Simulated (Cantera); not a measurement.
Input: 1 mol MgO, 7.5 mol C, 10 mol H2, 4.4 mol CO, equilibrated at 1.90 bar.

These are equilibrium values from Cantera (NASA tables, ideal gas, pure condensed phases), not measurements of a reactor. Candidate condensed phases: C, C6H6, C7H8, C8H18, H2O, Mg, MgCO3, MgO, Mg(OH)2; 116 gas species. The tables' values for MgH are old estimates; treat these amounts as uncertain. Equilibrium is a limit: real reactors are often held back by kinetics, nucleation or transport.

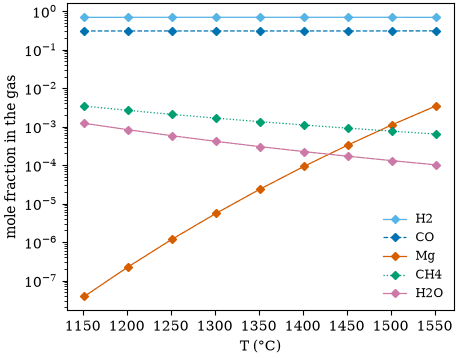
Figure: Equilibrium gas composition (values under 1e-9 drawn at 1e-9)

From 1152 °C to 1552 °C the condensed part is C(graphite) + MgO(s). The main Mg-bearing gas is Mg throughout.
